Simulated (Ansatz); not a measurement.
# PH3 (phosphine): methods side by side

PH3: 4 atoms, total charge 0, spin state singlet. As SMILES, `P`. The coordinates come from a PBE0-D4/def2-TZVP relaxation.

```xyz
4

P     0.3460   -0.3265   -0.3328
H     0.6309   -0.0340    1.0270
H    -1.0055   -0.6630   -0.0572
H     0.0287    1.0235   -0.6369
```

Each level gives the energy change with the P1–H4 bond stretched from 1.420 to 1.775 Å (eV). The values are calculated.

```
                     level                    kind  program  value (eV)  less FCI/3-21G  CPU time (all runs)
     HF/3-21G (restricted)            Hartree–Fock   Ansatz        0.74           +0.24               0.21 s
 revPBE/3-21G (restricted)                     GGA   Ansatz        0.53           +0.03                1.2 s
 r2SCAN/3-21G (restricted)                meta-GGA   Ansatz        0.60           +0.10                3.5 s
r2SCAN0/3-21G (restricted)         hybrid meta-GGA   Ansatz        0.66           +0.16                3.5 s
wB97M-V/3-21G (restricted)  range-separated hybrid   Ansatz        0.66           +0.16                 16 s
 B2PLYP/3-21G (restricted)           double hybrid   Ansatz        0.62           +0.12                1.9 s
BCCD(T)/3-21G (restricted)   coupled cluster or CI   Ansatz        0.50            0.00               0.32 s
   CCSD/3-21G (restricted)   coupled cluster or CI   Ansatz        0.51           +0.01               0.26 s
                 FCI/3-21G      exact in the basis   Ansatz        0.50            0.00                  6 s
```

FCI/3-21G is exact within its basis and frozen core, so for wave-function methods in that basis the difference is their error; functionals converge differently with the basis, so for them it is only a difference. The first shape isn't each level's own minimum. The values span 0.50 to 0.74 eV. All rows use very small basis sets, so none should be taken for the real molecule's value. In so small a basis fixed costs decide the times, and correlated methods can beat functionals. CPU times are rough (shared hosts, several kinds of processor and program).

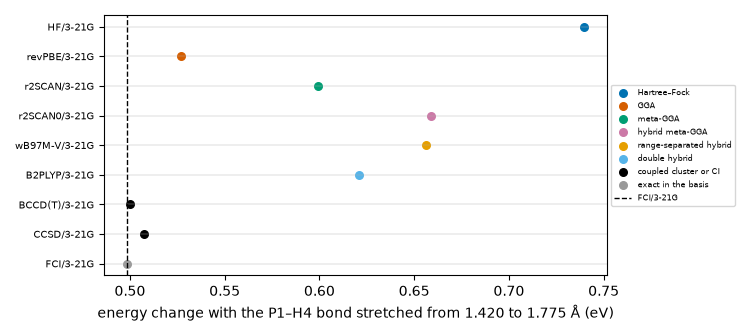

The values of the table, level by level.
